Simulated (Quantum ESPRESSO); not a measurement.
# Voltage at the next charge: Ca(111), 5 layers against an electrode

How the rows were computed: Quantum ESPRESSO 7.5, PBE, GBRV ultrasoft; ESM with bc3, a metal electrode 7.07 Å above the top atoms; cell area 13.482 Å²; ions fixed. V is the potential energy of an electron at the electrode over the slab's Fermi level, divided by e, so that it equals the work function at zero charge; positive charge removes electrons.

```
charge (e a cell)  V (V)
                0  2.951
           0.0202  4.192
           0.0404  5.480
```

To predict: What is V at a charge of 0.0809 e, and what capacitance do the rows imply?

**Worked estimate.** The last two rows give dV/dq = (5.480 − 4.192)/(0.0404 − 0.0202) = 63.8 V/e, so C = 1602/(13.482 × 63.8) = 1.86 µF/cm², an effective gap of 8.854/1.86 = 4.75 Å. At constant C, V = 5.480 + 63.8 × 0.0405 = 8.06 V.

**Check.** V = 8.174 V; the estimate misses by −0.11 V, 4.1 % of the step. Over the three intervals C goes 1.94, 1.86 and 1.79 µF/cm²: it falls as electrons leave, the surface charge drawing back towards the atoms.

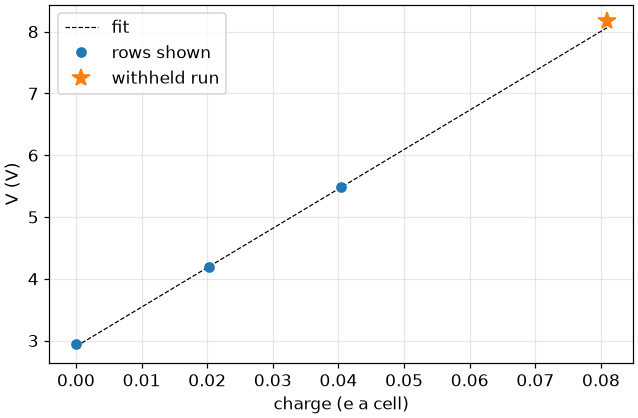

The rows shown, the fit and the withheld run.

Caveats: Vacuum fills the gap; a dielectric or electrolyte would change C. The slab is thin.

[Logs are printed without paths, hosts, clocks, repeated set-up lines and the standing remarks that a program may print on its own settings, such as how far it seeks lower states.]
